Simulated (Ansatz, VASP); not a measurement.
**Cross-check of MnPt between VASP and Ansatz**

Aim: how closely do two programs agree when they are given the same cell, functional and k mesh? The cell is taken from a series of VASP runs on this material, whose earlier steps may have relaxed, scaled or displaced it; both programs get it as it stands. Other levels of theory on this material are compared in a session of their own. Valence electrons are named where the data sets of a main pair hold unlike numbers.

Main program and level: Ansatz 0.2.0; plane waves, with VASP 6.6.1 beside it; band structure at PBEsol with D3(BJ).

**1. The structure**

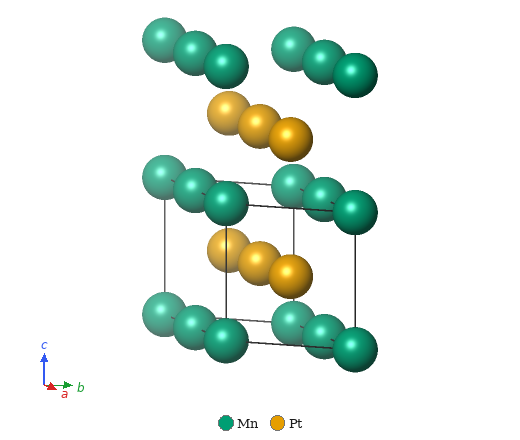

The cell as given, slightly off an axis (manganese teal, platinum orange). 1×1×2 cells are drawn. Some periodic images of atoms are drawn too.

**2. VASP: band structure, PBEsol with D3(BJ)**

A single point gives forces, pressure and levels at one fixed geometry, so differences don't come from the geometry; what else differs is listed under the comparison.

Lines of VASP's logs that name or quote its potential files are left out, and so is its time.

Input file INCAR:

```
SYSTEM = MnPt
PREC = Accurate
ENCUT = 400
EDIFF = 1E-06
NELM = 100
ISMEAR = 1
SIGMA = 0.2
LREAL = .FALSE.
ALGO = Normal
GGA = PS
IVDW = 12
NBANDS = 39
ISPIN = 2
MAGMOM = 3.465 -3.465 0 0
LASPH = .TRUE.
LMAXMIX = 4
LORBIT = 11
LWAVE = .FALSE.
LCHARG = .FALSE.
KPAR = 4
```

Input file POSCAR:

```
MnPt
1.0
    5.4397418177      0.0000000000      0.0000000000
    2.7198709088      2.7198709088      0.0000000000
    0.0000000000      0.0000000000      3.6539350732
Mn Pt
2 2
Direct
    0.0000000000      0.0000000000      0.0000000000
    0.5000000000      0.0000000000      0.0000000000
    0.0000000000      0.5000000000      0.5000000000
    0.5000000000      0.5000000000      0.5000000000
```

Input file KPOINTS:

```
Automatic mesh
0
Gamma
7 7 5
0 0 0
```

Input file KPOINTS_OPT:

```
Line mode
16
Line-mode
Reciprocal
  0.00000000   0.00000000   0.00000000 GAMMA
  0.50000000   0.00000000   0.00000000 X

  0.50000000   0.00000000   0.00000000 X
  0.00000000  -0.50000000   0.00000000 M

  0.00000000  -0.50000000   0.00000000 M
  0.00000000   0.00000000   0.00000000 GAMMA

  0.00000000   0.00000000   0.00000000 GAMMA
  0.00000000   0.00000000   0.50000000 Z

  0.00000000   0.00000000   0.50000000 Z
  0.50000000   0.00000000   0.50000000 R

  0.50000000   0.00000000   0.50000000 R
  0.00000000  -0.50000000   0.50000000 A

  0.00000000  -0.50000000   0.50000000 A
  0.00000000   0.00000000   0.50000000 Z

  0.50000000   0.00000000   0.00000000 X
  0.50000000   0.00000000   0.50000000 R

  0.00000000  -0.50000000   0.00000000 M
  0.00000000  -0.50000000   0.50000000 A
```

PAW data sets: Mn_pv and Pt (PBE family, release 64).

Run with:

```bash
$ mpirun -np 4 vasp_std
```

Numbers of over 12 decimals in the logs are rounded to 6 here.

Log:

```text
[banner, memory and clock lines left out]
running    4 mpi-ranks, on    1 nodes
 distrk:  each k-point on    1 cores,    4 groups
 distr:  one band on    1 cores,    1 groups

 POSCAR found type information on POSCAR MnPt
 POSCAR found :  2 types and       4 ions
|                                                                             |
|               ----> ADVICE to this user running VASP <----                  |
|                                                                             |
|     You enforced a specific xc type in the INCAR file but a different       |
|     [... a line on the potential file left out ...]
|     I HOPE YOU KNOW WHAT YOU ARE DOING!                                     |
|                                                                             |

 LDA part: xc-table for (Slater+PW92), standard interpolation
 POSCAR, INCAR and KPOINTS ok, starting setup
 FFT: planning ... GRIDC
 FFT: planning ... GRID_SOFT
 FFT: planning ... GRID
 WAVECAR not read
 entering main loop
       N       E                     dE             d eps       ncg     rms          rms(c)
DAV:   1     0.419193318969E+03    0.41919E+03   -0.20204E+04  4888   0.117E+03
DAV:   2    -0.155019319190E+02   -0.43470E+03   -0.40334E+03  4757   0.357E+02
DAV:   3    -0.382285398318E+02   -0.22727E+02   -0.22090E+02  5242   0.924E+01
DAV:   4    -0.385026756433E+02   -0.27414E+00   -0.27393E+00  5199   0.102E+01
DAV:   5    -0.385078652912E+02   -0.51896E-02   -0.51895E-02  5213   0.140E+00    0.259E+01
DAV:   6    -0.384126300884E+02    0.95235E-01   -0.18405E+01  5093   0.483E+01    0.255E+01
DAV:   7    -0.353346736677E+02    0.30780E+01   -0.16106E+01  5118   0.470E+01    0.121E+01
DAV:   8    -0.349385565497E+02    0.39612E+00   -0.13356E+00  5245   0.108E+01    0.552E+00
DAV:   9    -0.349538404690E+02   -0.15284E-01   -0.19644E-01  5071   0.399E+00    0.311E+00
DAV:  10    -0.349411715441E+02    0.12669E-01   -0.43960E-02  5363   0.181E+00    0.158E+00
DAV:  11    -0.349466085105E+02   -0.54370E-02   -0.78293E-03  5197   0.673E-01    0.466E-01
DAV:  12    -0.349471187142E+02   -0.51020E-03   -0.18398E-03  5151   0.344E-01    0.196E-01
DAV:  13    -0.349471714442E+02   -0.52730E-04   -0.24972E-04  5058   0.169E-01    0.643E-02
DAV:  14    -0.349471860021E+02   -0.14558E-04   -0.67621E-05  5657   0.673E-02    0.285E-02
DAV:  15    -0.349471858902E+02    0.11192E-06   -0.14070E-05  5051   0.355E-02    0.586E-03
DAV:  16    -0.349471856535E+02    0.23669E-06   -0.75579E-07  2790   0.621E-03
   1 F= -.37042719E+02 E0= -.37045963E+02  d E =0.973101E-02  mag=    -0.0000
 Start KPOINTS_OPT (optional k-point list driver)
k-point batch [1-30\144]
       N       E                     dE             ncg
DAV:   1     0.725297798781E+04   -0.16384E+05     4888
DAV:   2    -0.552764874915E+04   -0.12781E+05     4757
DAV:   3    -0.618746387702E+04   -0.65982E+03     5212
DAV:   4    -0.619574201046E+04   -0.82781E+01     5100
DAV:   5    -0.619591451688E+04   -0.17251E+00     5329
DAV:   6    -0.619591990222E+04   -0.53853E-02     5137
DAV:   7    -0.619592010632E+04   -0.20410E-03     5397
DAV:   8    -0.619592011480E+04   -0.84819E-05     4214
DAV:   9    -0.619592011530E+04   -0.49293E-06     3264
[...]
k-point batch [121-144\144]
       N       E                     dE             ncg
DAV:   1     0.124771919508E+05   -0.30481E+05     3912
DAV:   2     0.228326734701E+04   -0.10194E+05     3830
DAV:   3     0.177262189209E+04   -0.51065E+03     4206
DAV:   4     0.176619202063E+04   -0.64299E+01     4171
DAV:   5     0.176605233665E+04   -0.13968E+00     4329
DAV:   6     0.176604791024E+04   -0.44264E-02     4291
DAV:   7     0.176604774069E+04   -0.16955E-03     4342
DAV:   8     0.176604773362E+04   -0.70739E-05     3582
DAV:   9     0.176604773320E+04   -0.41608E-06     2843
```

From OUTCAR (step 2):

```text
ion  position               nearest neighbor table
   1  0.000  0.000  0.000-   3 2.65   3 2.65   3 2.65   3 2.65   4 2.65   4 2.65   4 2.65   4 2.65
                             2 2.72   2 2.72   2 2.72   2 2.72
   2  0.500  0.000  0.000-   4 2.65   4 2.65   4 2.65   4 2.65   3 2.65   3 2.65   3 2.65   3 2.65
                             1 2.72   1 2.72   1 2.72   1 2.72
   3  0.000  0.500  0.500-   1 2.65   1 2.65   1 2.65   1 2.65   2 2.65   2 2.65   2 2.65   2 2.65
                             4 2.72   4 2.72   4 2.72   4 2.72
   4  0.500  0.500  0.500-   2 2.65   2 2.65   2 2.65   2 2.65   1 2.65   1 2.65   1 2.65   1 2.65
                             3 2.72   3 2.72   3 2.72   3 2.72

  LATTYP: Found a simple tetragonal cell.
 ALAT       =     3.8464783272
 C/A-ratio  =     0.9499429770

 Subroutine GETGRP returns: Found 16 space group operations
 (whereof 16 operations were pure point group operations)

The static configuration has the point symmetry D_4h.

 Found     30 irreducible k-points:

   k-points           NKPTS =     30   k-points in BZ     NKDIM =     30   number of bands    NBANDS=     39

   dimension x,y,z NGX =    36 NGY =   28 NGZ =   24
   dimension x,y,z NGXF=    72 NGYF=   56 NGZF=   48

   ENCUT  =  400.0 eV  29.40 Ry    5.42 a.u.   8.87  6.27  5.96*2*pi/ulx,y,z

   NELECT =      46.0000    total number of electrons

 k-points in reciprocal lattice and weights: Automatic mesh
   0.00000000  0.00000000  0.00000000       0.004
   0.14285714  0.00000000  0.00000000       0.016
   0.28571429  0.00000000  0.00000000       0.016
   0.42857143  0.00000000  0.00000000       0.016
   0.00000000  0.14285714  0.00000000       0.016
   0.42857143  0.14285714  0.00000000       0.033
  -0.42857143  0.14285714  0.00000000       0.033
   0.00000000  0.28571429  0.00000000       0.016
  -0.28571429  0.28571429  0.00000000       0.033
[...]
-0.28571429  0.28571429  0.40000000       0.065
   0.00000000  0.42857143  0.40000000       0.033

 average (electrostatic) potential at core
       1 -63.9683       2 -63.9683       3 -63.4051       4 -63.4051

 E-fermi :  11.1687

 spin component 1
 k-point     1 :       0.0000    0.0000    0.0000
  band No.  band energies     occupation
    ...
     17       9.2897      1.00000
     18       9.4887      1.00000
     19      10.3970      1.00000
     20      10.7375      1.00467
     21      10.7375      1.00467
     22      11.2917      0.07336
     23      12.1784     -0.00000
     24      12.1784     -0.00000
     25      12.3707     -0.00000
     26      12.4621     -0.00000
    ...

 k-point     2 :       0.1429    0.0000    0.0000
  band No.  band energies     occupation
    ...
     19      10.0801      1.00000
     20      10.0813      1.00000
     21      10.1545      1.00000
     22      10.7356      1.00451
     23      11.0796      0.83877
     24      11.9522     -0.00000
     25      12.4092     -0.00000
     26      12.4382     -0.00000
     27      12.5123     -0.00000
     28      13.1546     -0.00000
    ...

 k-point     3 :       0.2857    0.0000    0.0000
  band No.  band energies     occupation
    ...
     19       9.0877      1.00000
     20       9.2159      1.00000
     21       9.4189      1.00000
     22       9.6333      1.00000
     23      10.7319      1.00422
     24      11.5904     -0.00554
     25      11.8036     -0.00003
     26      12.0473     -0.00000
     27      12.3651     -0.00000
     28      13.1491     -0.00000
    ...

 k-point     4 :       0.4286    0.0000    0.0000
  band No.  band energies     occupation
    ...
     19       8.7457      1.00000
     20       8.7568      1.00000
     21       8.8531      1.00000
     22       9.5913      1.00000
     23      10.7294      1.00402
     24      11.3068      0.04358
     25      11.3379     -0.00090
     26      11.7299     -0.00027
     27      12.2626     -0.00000
     28      13.1450     -0.00000
    ...

 k-point     5 :       0.0000    0.1429    0.0000
  band No.  band energies     occupation
    ...
     19       9.3792      1.00000
     20       9.7537      1.00000
     21       9.9604      1.00000
     22      10.5548      1.00006
     23      10.8333      1.01955
     24      12.1886     -0.00000
     25      12.3308     -0.00000
     26      12.3710     -0.00000
     27      12.9027     -0.00000
     28      12.9618     -0.00000
    ...

 k-point     6 :       0.4286    0.1429    0.0000
  band No.  band energies     occupation
    ...
     19       8.9794      1.00000
     20       9.2302      1.00000
     21       9.4648      1.00000
     22       9.9135      1.00000
     23      10.4566      1.00000
     24      11.7756     -0.00008
     25      11.8224     -0.00002
     26      12.1080     -0.00000
     27      12.3374     -0.00000
     28      12.7952     -0.00000
    ...

 Edisp (eV)   -2.09553

  Total       0.00567     0.00567     0.03356    -0.00000     0.00000    -0.00000
  in kB       0.16798     0.16798     0.99445    -0.00000     0.00000    -0.00000
  external pressure =        0.44 kB  Pullay stress =        0.00 kB

  energy-cutoff  :      400.00
  volume of cell :       54.06
      direct lattice vectors                 reciprocal lattice vectors
     5.439741818  0.000000000  0.000000000     0.183832254 -0.183832254  0.000000000
     2.719870909  2.719870909  0.000000000     0.000000000  0.367664508  0.000000000
     0.000000000  0.000000000  3.653935073     0.000000000  0.000000000  0.273677550

 POSITION                                       TOTAL-FORCE (eV/Angst)
 -----------------------------------------------------------------------------------
      0.00000      0.00000      0.00000        -0.000000      0.000000     -0.000000
      2.71987      0.00000      0.00000        -0.000000      0.000000      0.000000
      1.35994      1.35994      1.82697         0.000000      0.000000     -0.000000
      4.07981      1.35994      1.82697         0.000000     -0.000000     -0.000000
 -----------------------------------------------------------------------------------
    total drift:                                0.000000      0.000000     -0.000000

  FREE ENERGIE OF THE ION-ELECTRON SYSTEM (eV)
  ---------------------------------------------------
  free  energy   TOTEN  =       -37.0427192361 eV

  energy  without entropy=      -37.0524502432  energy(sigma->0) =      -37.04596291

 total charge
# of ion       s       p       d       tot
------------------------------------------
    1        0.340   6.316   4.979  11.636
    2        0.340   6.316   4.979  11.636
    3        0.735   0.721   8.088   9.544
    4        0.735   0.721   8.088   9.544
--------------------------------------------------
tot          2.150  14.075  26.135  42.361

 magnetization (x)
# of ion       s       p       d       tot
------------------------------------------
    1        0.027   0.055   3.382   3.465
    2       -0.027  -0.055  -3.382  -3.465
    3        0.000   0.000   0.000   0.000
    4        0.000   0.000   0.000   0.000
--------------------------------------------------
tot          0.000   0.000  -0.000  -0.000

[... 1 further part left out ...]
```

The run ends at a pressure of 0.04 GPa.

(Part 1 of 2 ends here.)

[Lines on the potential files, build, host, timing and source positions are cut from VASP's logs without a mark.]

[Logs are printed without paths, hosts, clocks, repeated set-up lines and the standing remarks that a program may print on its own settings, such as how far it seeks lower states.]

[Hosts, paths, dates, database ids (printed as entryN), source tags and the programs' standing remarks are cut or masked in the printed files.]
